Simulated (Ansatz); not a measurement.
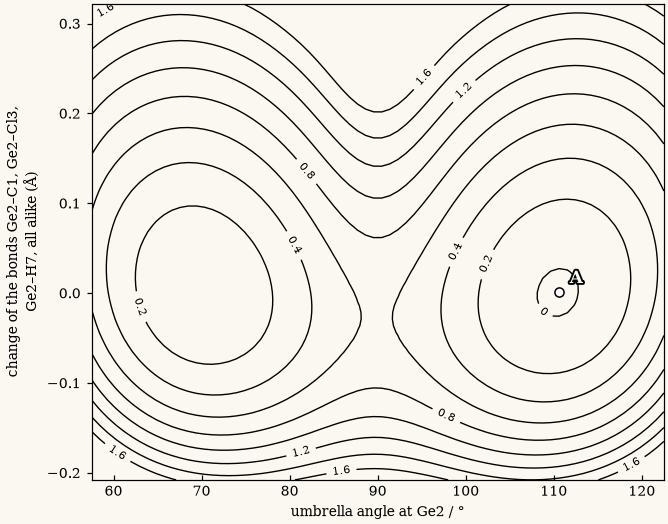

CH₄ClGe, SMILES [CH3][GeH][Cl], spin multiplicity 2. The first coordinate is: umbrella angle at Ge2 (between each of its bonds and their common axis; 90 is planar); the second: change of the bonds Ge2–C1, Ge2–Cl3, Ge2–H7, all alike. Nothing is relaxed (all other coordinates rigid). The grid has 15 × 15 points. Points are written as (first, second). Energies: eV, counted from the lowest grid point. Level of theory: Ansatz 0.2.0, UKS PBE0-D4/def2-TZVP.

The picture shows contour lines labelled in eV (none above 1.6), the point A. Between grid points the surface is interpolated.

Find the lowest pass out of the well at A.

Answer. The easiest path leads from the well at about (111°, 0.00 Å) to the well at about (70°, 0.00 Å), about 0.039 eV higher. Its highest point lies about 0.63 eV above the bottom of the first well on the interpolated surface, at about (89°, −0.03 Å). The start is the relaxed structure and all else is held, so a fully relaxed path at this level can only be lower.

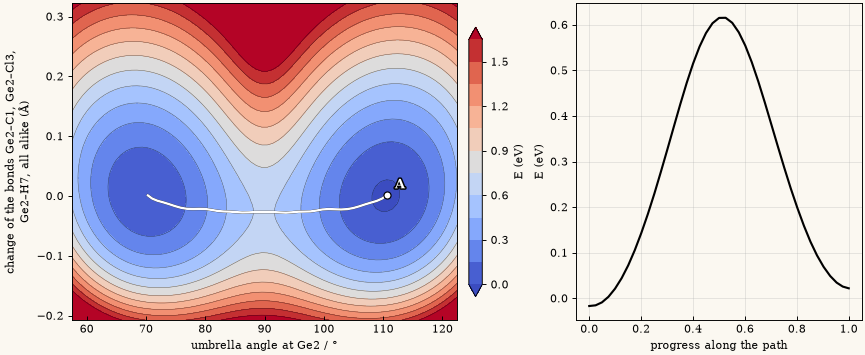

Drawn: filled contours, a line along the lowest path, one colour for all values above the top of the scale, the energy along the path at the right. Between grid points the surface is interpolated.
